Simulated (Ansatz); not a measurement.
| atom | x (Å) | y (Å) | z (Å) |
| --- | --- | --- | --- |
| Ga | 0.0081 | 0.2851 | -0.0843 |
| H | -0.0323 | 0.1006 | 1.4822 |
| H | 1.3797 | 0.6618 | -0.7564 |
| C | -1.7008 | 0.1515 | -1.0750 |
| H | -2.2435 | -0.7618 | -0.7817 |
| H | -2.3464 | 1.0094 | -0.8189 |
| H | -1.5552 | 0.1426 | -2.1654 |
| O | 0.2309 | -2.5090 | 0.9195 |
| H | -0.6653 | -2.8713 | 0.8633 |
| H | 0.1355 | -1.7566 | 1.5537 |

Not at a stationary point (largest force 0.9 eV/Å).

Theory: RKS B3LYP-D4/def2-SVP in Ansatz.

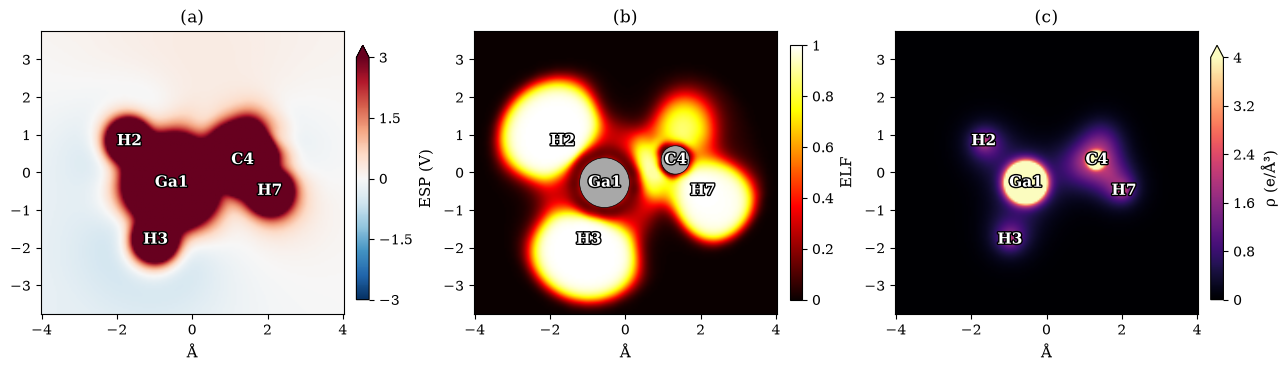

CH5Ga···H2O. (a) molecular electrostatic potential; (b) electron localisation function; (c) electron density on the plane of atoms H2, Ga1 and H3. Grey discs cover the atomic cores in the ELF map.

Q: Describe what can be read from this map.

A:
- The plane passes through Ga, H and C nuclei.
- Ga1···H7 (2.61 Å): the density falls to about 0.56 e/Å³ on the way; the ELF climbs to about 1 towards the hydrogen.
- C–Ga (1.98 Å): ρ at the midpoint is about 0.77 e/Å³; the ELF peaks at about 0.90 in the valence shell of C, 0.7 Å from its nucleus, and is about 0.60 at the midpoint.
- C–H (1.10 Å): ρ is about 1.9 e/Å³ halfway; the ELF climbs to about 1 towards the hydrogen: an ordinary covalent bond to hydrogen.
- Ga–H (1.57 Å): the density is about 0.96 e/Å³ at the midpoint; the ELF climbs to about 1 towards the hydrogen.
- Outside the dense part of the complex the potential is most negative (−0.5 V) near H3.
